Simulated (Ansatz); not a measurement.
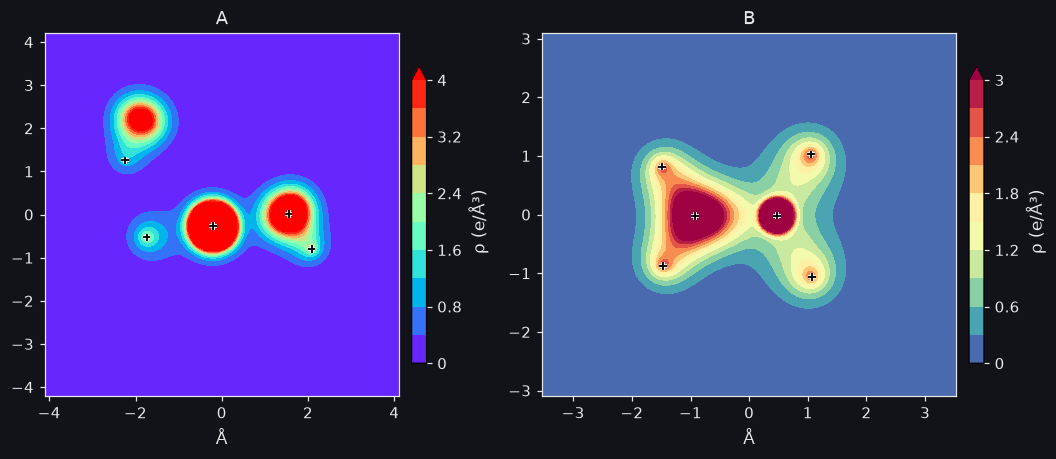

The total electron density of 2 systems, each on a plane through atoms (crosses mark nuclei in the plane).

Level of theory: RKS B3LYP-D4/def2-SVP (Ansatz).

System 1: BH4N···NH3, the plane of atoms H2, B1 and N3. Not at a stationary point (largest force 0.9 eV/Å).

| atom | x (Å) | y (Å) | z (Å) |
| --- | --- | --- | --- |
| B | 0.0639 | -0.1039 | -0.1758 |
| H | -0.1053 | -0.5397 | 0.9272 |
| N | 1.3343 | -0.1598 | -0.7463 |
| H | 2.1466 | -0.5336 | -0.2695 |
| H | 1.5318 | 0.1665 | -1.6854 |
| H | -0.8612 | 0.3090 | -0.8336 |
| N | 0.0026 | 2.1896 | 1.3564 |
| H | 0.9510 | 2.2098 | 0.9829 |
| H | -0.6187 | 2.4251 | 0.5832 |
| H | -0.1919 | 1.1996 | 1.5982 |

System 2: H2OZn···H2O, the plane of atoms Zn1, O4 and H5. Not at a stationary point (largest force 0.8 eV/Å).

```xyz
7

Zn    0.8497   -0.3755   -0.4571
O    -0.1652    0.2337    2.2753
H    -0.5713   -0.5652    2.6363
O    -0.3472   -0.2060   -1.7630
H    -0.0382   -0.5155   -2.6264
H     1.8919   -0.5632    0.6871
H     0.7584   -0.0490    2.0756
```

Question: Match each panel to its system.

Answer: Panel A is system 2, H2OZn···H2O: the plane holds Zn, O and H. Zn1···H7 (2.56 Å): the density falls to about 0.11 e/Å³ on the way. Panel B is system 1, BH4N···NH3: the plane holds B, H and N. B–N (1.39 Å): the density is about 2 e/Å³ at the midpoint.
